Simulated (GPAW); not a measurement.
## Anisotropy of Fe4 on MgO3 001

One collinear state of Fe4 on MgO3 001 is converged, and its anisotropy computed from it.

Program: GPAW 26.7.0. Level of theory: PBE; plane waves with GPAW's PAW setups, scalar-relativistic. Results are calculated unless marked as measured.

## Step 1: The starting structure

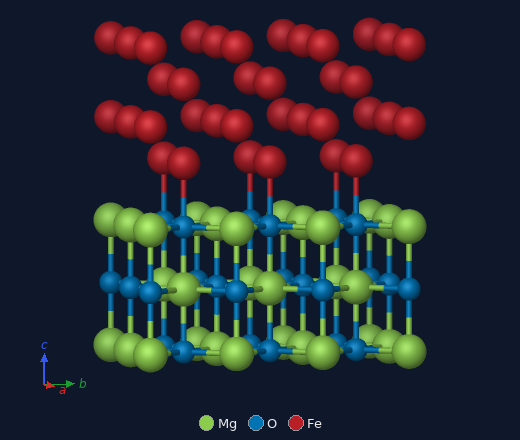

Start, viewed from the side, with the c axis up; magnesium green, oxygen blue, iron red. 2×3×1 cells are drawn. Some periodic images of atoms are drawn too.

The cell holds 10 atoms: 3 Mg, 3 O and 4 Fe. Cell: a = 2.978 Å, b = 2.978 Å, c = 22.352 Å, α = 90.0°, β = 90.0°, γ = 90.0°. ideal sites on the substrate's mesh, layer spacings from atomic volumes, unrelaxed, 12 A of vacuum. Vacuum lies along c.

## Step 2: Self-consistent state

All later steps read the density of this run.

Input file order1.py:

```python
import json
import numpy as np
from ase import Atoms
from ase.parallel import paropen, parprint
from gpaw import GPAW

atoms = Atoms(['Mg', 'O', 'Mg', 'O', 'Mg', 'O', 'Fe', 'Fe', 'Fe', 'Fe'],
    cell=[[2.978334, 0.0, 0.0],
         [0.0, 2.978334, 0.0],
         [0.0, 0.0, 22.352]],
    scaled_positions=[[0.0, 0.0, 0.268432],
         [0.5, 0.5, 0.268432],
         [0.5, 0.5, 0.362652],
         [0.0, 0.0, 0.362652],
         [0.0, 0.0, 0.456872],
         [0.5, 0.5, 0.456872],
         [0.5, 0.5, 0.55306],
         [0.0, 0.0, 0.612563],
         [0.5, 0.5, 0.672065],
         [0.0, 0.0, 0.731568]],
    pbc=True,
    magmoms=[0.0, 0.0, 0.0, 0.0, 0.0, 0.0, 2.6, 2.6, 2.6, 2.6])
atoms.calc = GPAW(mode={'name': 'pw', 'ecut': 600},
    xc='PBE',
    kpts={'size': (16, 16, 1), 'gamma': True},
    occupations={'name': 'fermi-dirac', 'width': 0.05},
    convergence={'density': 1e-05, 'energy': 1e-05},
    maxiter=250,
    mixer={'name': 'pulay', 'beta': 0.03, 'nmaxold': 8, 'weight': 100},
    symmetry={'tolerance': 1e-4},
    txt='order1.txt')
e = atoms.get_potential_energy(force_consistent=True)
res = {'free_energy': e, 'energy_sigma0': atoms.get_potential_energy(), 'fermi_energy': atoms.calc.get_fermi_level()}
res['moments'] = atoms.get_magnetic_moments().tolist()
res['total'] = atoms.get_magnetic_moment()
parprint('site moments (muB):', np.round(res['moments'], 3))
parprint(f"total moment: {res['total']:.3f} muB")
parprint(f'free energy: {e:.6f} eV')
atoms.calc.write('order1.gpw')
with paropen('results.json', 'w') as f:
    json.dump(res, f)
```

Launch:

```console
> OMP_NUM_THREADS=1 mpirun -n 4 gpaw python order1.py > order1.log
```

Output:

```text
site moments (muB): [ 0.000e+00  0.000e+00  1.000e-03  1.000e-03 -9.000e-03  1.800e-02
  2.767e+00  2.546e+00  2.427e+00  2.935e+00]
total moment: 10.799 muB
free energy: -69.421845 eV

--- order1.txt ---
Input parameters:
  mode=PW(ecut=600),
  convergence={'density': 1e-05, 'energy': 1e-05},
  kpts=MonkhorstPack(size=(16, 16, 1), gamma=True),
  maxiter=250,
  mixer=Pulay(name='pulay', nmaxold=8, beta=0.03, weight=100, sigma=0.015, g_ss=None),
  occupations=Occupations(name='fermi-dirac', width=0.05),
  symmetry=Symmetry(tolerance=0.0001),
  xc=XC(name='PBE')

Diagonalizing LCAO Hamiltonian
Converting LCAO to pw mode
   .------.
  /|      |
 * |      |
 | |      |
 | |      |
 | |      |
 | |      |
 | |      |
 | |      |
 Fe|      |
 | | Fe   |
 | |      |
 Fe|      |
 | | Fe   |
 | |      |
 | |      |
 | | O    |
 Mg|      |
 | | Mg   |
 O |      |
 | |      |
 | | O    |
 Mg|      |
 | |      |
 | |      |
 | |      |
 | |      |
 | .------.
 |/      /
 *------*

Atoms  # Å, Bohr magnetons
|   | symbol |        x |        y |         z |    initial magnetic moments |
|---|--------|----------|----------|-----------|-----------------------------|
| 0 |     Mg | 0.000000 | 0.000000 |  5.999992 | ( 0.0000,  0.0000,  0.0000) |
| 1 |      O | 1.489167 | 1.489167 |  5.999992 | ( 0.0000,  0.0000,  0.0000) |
| 2 |     Mg | 1.489167 | 1.489167 |  8.105998 | ( 0.0000,  0.0000,  0.0000) |
| 3 |      O | 0.000000 | 0.000000 |  8.105998 | ( 0.0000,  0.0000,  0.0000) |
| 4 |     Mg | 0.000000 | 0.000000 | 10.212003 | ( 0.0000,  0.0000,  0.0000) |
| 5 |      O | 1.489167 | 1.489167 | 10.212003 | ( 0.0000,  0.0000,  0.0000) |
| 6 |     Fe | 1.489167 | 1.489167 | 12.361997 | ( 0.0000,  0.0000,  2.6000) |
| 7 |     Fe | 0.000000 | 0.000000 | 13.692008 | ( 0.0000,  0.0000,  2.6000) |
| 8 |     Fe | 1.489167 | 1.489167 | 15.021997 | ( 0.0000,  0.0000,  2.6000) |
| 9 |     Fe | 0.000000 | 0.000000 | 16.352008 | ( 0.0000,  0.0000,  2.6000) |

Unit cell  # Å
| periodic |        x |        y |         z |   lengths |    angles |
|----------|----------|----------|-----------|-----------|-----------|
|      yes | 2.978334 | 0.000000 |  0.000000 |  2.978334 | 90.000000 |
|      yes | 0.000000 | 2.978334 |  0.000000 |  2.978334 | 90.000000 |
|      yes | 0.000000 | 0.000000 | 22.352000 | 22.352000 | 90.000000 |

Number of symmetries: 8

BZ-sampling:
  Number of BZ points: 256
  Number of IBZ points: 45

  Monkhorst-Pack size: [16, 16, 1]
  Monkhorst-Pack shift: [0.03125, 0.03125, 0.0]

Plane wave coefficients: 6678
Cutoff: 600.0 eV

Spin-components: 2 (collinear spins)
Bands:           59
Projectors:      54
Spin-degeneracy: 1
Datatype:        complex128

Parallelization:
  kpt:    4
  domain: 1
  band:   1

Density:
  Valence electrons: 80.0
  Components: 2
  Grid points: [ 18  18 128]
  Charge: 0.0  # |e|

Potential:
  Grid points: [ 18  18 128]

[... setups left out ...]
Reference energy: -160949.309969  # eV

eigensolver:
  PPCG
  Converge bands: occupied
  niter=2

density mixing:
  Pulay-Mixer
  Linear mixing parameters: 0.03
  Old densities: 8
  Fourier metric: weight=100, sigma=0.015

occupation numbers:
  Fermi-Dirac:
    width: 0.0500  # eV

poisson solver:
  ecut: 4800.0  # eV

xc functional:
  name: PBE with 2 nearest neighbor stencil

convergence criteria:
- Maximum integral of absolute [dens]ity change: 1e-05 electrons / valence electron
- Maximum [total energy] change in last 3 cyles: 1e-05 eV / valence electron
- Maximum integral of absolute [eigenst]ate change: 4e-08 eV^2 / valence electron
maximum number of iterations: 250

SCF iterations
|iter     |      energy | eigst |  dens |  magmom |
|---------|-------------|-------|-------|---------|
|iter:   1|       0s |  -74.784164 | +0.43 |       | +10.4187|
|iter:   2|      18s |  -73.452895 | -1.10 | -0.87 | +10.4288|
|iter:   3|      36s |  -72.503262 | -1.57 | -0.96 | +10.4364|
|iter:   4|      54s |  -71.770960 | -1.92 | -0.99 | +10.4410|
|iter:   5|      72s |  -69.182206 | -0.44 | -1.02 | +10.4745|
|iter:   6|      90s |  -69.150380 | -1.93 | -1.26 | +10.4785|
|iter:   7|     107s |  -69.219127 | -2.08 | -1.29 | +10.5380|
|iter:   8|     125s |  -69.250092 | -2.64 | -1.40 | +10.5601|
|iter:   9|     143s |  -69.261346 | -2.65 | -1.45 | +10.5805|
|iter:  10|     161s |  -69.365837 | -2.25 | -1.54 | +10.6680|
[... 23 iterations left out ...]
|iter:  34|     572s |  -69.399108c| -7.43c| -4.34 | +10.7994|
|iter:  35|     580s |  -69.399108c| -8.19c| -4.46 | +10.7995|
|iter:  36|     589s |  -69.399109c| -7.82c| -4.46 | +10.7995|
|iter:  37|     597s |  -69.399108c| -7.74c| -4.55 | +10.7994|
|iter:  38|     605s |  -69.399109c| -8.12c| -4.65 | +10.7994|
|iter:  39|     614s |  -69.399109c| -8.41c| -4.71 | +10.7994|
|iter:  40|     622s |  -69.399110c| -8.47c| -4.75 | +10.7995|
|iter:  41|     630s |  -69.399110c| -8.30c| -4.78 | +10.7995|
|iter:  42|     638s |  -69.399110c| -8.09c| -4.89 | +10.7994|
|iter:  43|     647s |  -69.399109c| -8.29c| -5.03c| +10.7994|

Converged in 43 steps
Energy contributions relative to reference atoms: (reference = -160949.309969)

Energy contributions:
  Kinetic:          65.976402
  Coulomb:         -55.129880
  Zero:              0.496180
  External:          0.000000
  Xc:              -80.719077
  Entropy:          -0.045470
  Spinorbit:         0.000000
  ----------------------------
  Free energy:     -69.421845
  Extrapolated:    -69.399109

dipole moment: (-31.400722, -31.400722, -0.273461)  # |e|*Ang

Total magnetic moment: (0.000000, 0.000000, 10.799436)

Local magnetic moments
|        x |        y |         z |
|----------|----------|-----------|
| 0.000000 | 0.000000 |  0.000278 |  # Mg   0
| 0.000000 | 0.000000 |  0.000144 |  # O    1
| 0.000000 | 0.000000 |  0.001283 |  # Mg   2
| 0.000000 | 0.000000 |  0.000783 |  # O    3
| 0.000000 | 0.000000 | -0.008632 |  # Mg   4
| 0.000000 | 0.000000 |  0.017769 |  # O    5
| 0.000000 | 0.000000 |  2.766996 |  # Fe   6
| 0.000000 | 0.000000 |  2.546315 |  # Fe   7
| 0.000000 | 0.000000 |  2.426862 |  # Fe   8
| 0.000000 | 0.000000 |  2.934586 |  # Fe   9

Fermi level: 3.506
Eigenvalues  # (at kpt = [0.000, 0.000, 0.000])
| band index |      eig [eV] | occ [0-1] |      eig [eV] | occ [0-1] |
|------------|---------------|-----------|---------------|-----------|
|          0 |       -72.807 |     1.000 |       -72.807 |     1.000 |
|        ... |               |           |               |           |
|         33 |         1.043 |     1.000 |         3.495 |     0.553 |
|         34 |         1.118 |     1.000 |         3.495 |     0.553 |
|         35 |         1.118 |     1.000 |         3.714 |     0.015 |
|         36 |         1.498 |     1.000 |         3.752 |     0.007 |
|         37 |         1.498 |     1.000 |         3.838 |     0.001 |
|         38 |         1.518 |     1.000 |         3.902 |     0.000 |
|         39 |         1.541 |     1.000 |         4.152 |     0.000 |
|         40 |         2.124 |     1.000 |         4.152 |     0.000 |
|         41 |         2.388 |     1.000 |         4.896 |     0.000 |
|         42 |         2.398 |     1.000 |         4.905 |     0.000 |
|         43 |         2.662 |     1.000 |         5.144 |     0.000 |
|         44 |         2.662 |     1.000 |         5.289 |     0.000 |
|         45 |         3.225 |     0.996 |         5.289 |     0.000 |
|         46 |         3.464 |     0.697 |         5.340 |     0.000 |
|         47 |         3.948 |     0.000 |         5.745 |     0.000 |
|         48 |         5.211 |     0.000 |         5.997 |     0.000 |
|        ... |               |           |               |           |
|         58 |        12.872 |     0.000 |        13.004 |     0.000 |

No gap
No difference between direct/indirect transitions
```

Elapsed: 11 min, on 4 MPI ranks of Arm Neoverse V1, shared host; peak memory 1.7 GiB; 45 min of CPU time.

Spin moment in the augmentation sphere by atom:

```
atom  spin moment in the augmentation sphere (μB)
 Mg1                                         0.00
  O2                                         0.00
 Mg3                                         0.00
  O4                                         0.00
 Mg5                                        -0.01
  O6                                         0.02
 Fe7                                         2.77
 Fe8                                         2.55
 Fe9                                         2.43
Fe10                                         2.93
```

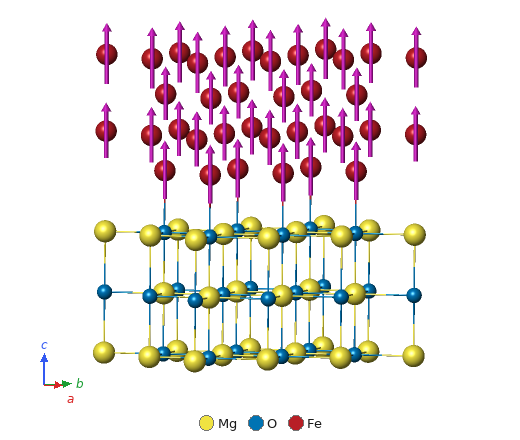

Spin moment in the augmentation sphere as arrows, the longest 2.93 μB. Up and down stand for the sign. Arrows give size and sign along the axis of quantisation, drawn up and down the page. 2×3×1 cells are drawn. Some periodic images of atoms are drawn too.

This step gave:

* magnetization: 10.80 μB
* final state: ferromagnetic

After 43 cycles the largest moment stands at 2.93 μB.

## Step 3: Non-self-consistent run

The steps that follow sum over empty states, which the ground-state run does not converge; 86 states a spin are converged here at the frozen density and written with their wave functions.

It starts from the saved density of the lowest of the states tried.

Input file nscf.py:

```python
from gpaw import GPAW

calc = GPAW('order1.gpw').fixed_density(
    kpts={'size': (24, 24, 1), 'gamma': True},
    nbands=90,
    convergence={'bands': 86, 'eigenstates': 1e-9},
    eigensolver='ppcg',
    parallel={'domain': 1},
    txt='nscf.txt')
calc.write('nscf.gpw', mode='all')
```

Launch:

```console
> OMP_NUM_THREADS=1 mpirun -n 4 gpaw python nscf.py > nscf.log
```

Output:

```text
Input parameters:
  mode=PW(ecut=600),
  convergence={'bands': 86, 'eigenstates': 1e-09},
  eigensolver=PPCG(niter=2, min_niter=1, max_buffer_mem=209715200, blocksize=None, rr_modulo=5, include_cg=True, promote_inner_dtype=False, tolerances=None),
  gpts=array([ 18,  18, 128]),
  kpts=MonkhorstPack(size=(24, 24, 1), gamma=True),
  maxiter=250,
  mixer=Pulay(name='pulay', nmaxold=8, beta=0.03, weight=100, sigma=0.015, g_ss=None),
  nbands=90,
  occupations=Occupations(name='fermi-dirac', width=0.05),
  parallel={'domain': 1},
  symmetry=Symmetry(tolerance=0.0001),
  xc=XC(name='PBE')
```

The job ended after 39 min (4 MPI ranks; peak memory 3.1 GiB).

## Step 4: Magnetocrystalline anisotropy

Spin–orbit coupling is added in the basis of the saved states for each direction of the moments. The change in the band energy is the anisotropy energy, with no new self-consistent run.

Input file anisotropy.py:

```python
import json
import numpy as np
from ase.parallel import paropen, parprint
from gpaw import GPAW
from gpaw.spinorbit import soc_eigenstates

calc = GPAW('nscf.gpw')
angles = [[0.0, 0.0], [90.0, 0.0], [90.0, 90.0]]  # theta, phi in degrees
res = {'rows': []}
for scale in [1.0]:
    e0 = None
    for theta, phi in angles:
        soc = soc_eigenstates(calc, n2=86, scale=scale, theta=theta, phi=phi)
        e = soc.calculate_band_energy()
        e0 = e if e0 is None else e0
        orbital = soc.get_orbital_magnetic_moments()
        res['rows'].append([scale, theta, phi, 1000 * (e - e0), orbital.tolist()])
        parprint(f'scale {scale} theta {theta:6.1f} phi {phi:6.1f}  dE = {1000 * (e - e0):9.4f} meV  |L| =', np.round(np.linalg.norm(orbital, axis=1), 4))
with paropen('results.json', 'w') as f:
    json.dump(res, f)
```

Launch:

```console
> OMP_NUM_THREADS=1 mpirun -n 4 gpaw python anisotropy.py > anisotropy.log
```

Output:

```text
scale 1.0 theta    0.0 phi    0.0  dE =    0.0000 meV  |L| = [0.000e+00 0.000e+00 1.000e-04 0.000e+00 0.000e+00 8.000e-04 1.210e-01
 7.120e-02 6.600e-02 1.036e-01]
scale 1.0 theta   90.0 phi    0.0  dE =    1.7933 meV  |L| = [0.     0.     0.     0.     0.0009 0.0004 0.0854 0.0633 0.0657 0.0854]
scale 1.0 theta   90.0 phi   90.0  dE =    1.7933 meV  |L| = [0.     0.     0.     0.     0.0009 0.0004 0.0854 0.0633 0.0657 0.0854]
```

It took 28 s on 4 MPI ranks; peak memory 4.1 GiB.

Directions, in the order of the table: the normal; the first cell vector; the in-plane normal to it.

Theta from the Cartesian z axis, phi from x; spin up lies along the direction. Anisotropy, by row:

```
spin-orbit scale  theta (degrees)  phi (degrees)  band energy less the first direction's (meV a cell)  orbital moment of atom 10 along the direction (μB)  sum of orbital moments along the direction (μB a cell)
               1                0              0                                                    0                                              0.1036                                                  0.3627
               1               90              0                                                1.793                                             0.08536                                                  0.3011
               1               90             90                                                1.793                                             0.08536                                                  0.3011
```

## Step 5: Summary of results

* state: ferromagnetic
* largest site moment: 2.93 μB
* spread of the directions' energies: 1.79 meV a cell
* easiest direction tried: the normal

About the ferromagnetic state the directions differ by 1.79 meV a cell, with the normal easiest. The anisotropy comes from the force theorem at a frozen potential; it needs a check on a finer mesh, and shape anisotropy is not in it.

[Logs and program files are shortened in this print: banners, set-up blocks, solver, clock and traceback lines can be left out without a mark of their own.]

[Logs are printed without paths, hosts, clocks, repeated set-up lines and the standing remarks that a program may print on its own settings, such as how far it seeks lower states.]

[Hosts, paths, dates, database ids (printed as entryN), source tags and the programs' standing remarks are cut or masked in the printed files.]

[Where a cell is said to come from a database of computed structures, the database is the Materials Project.]
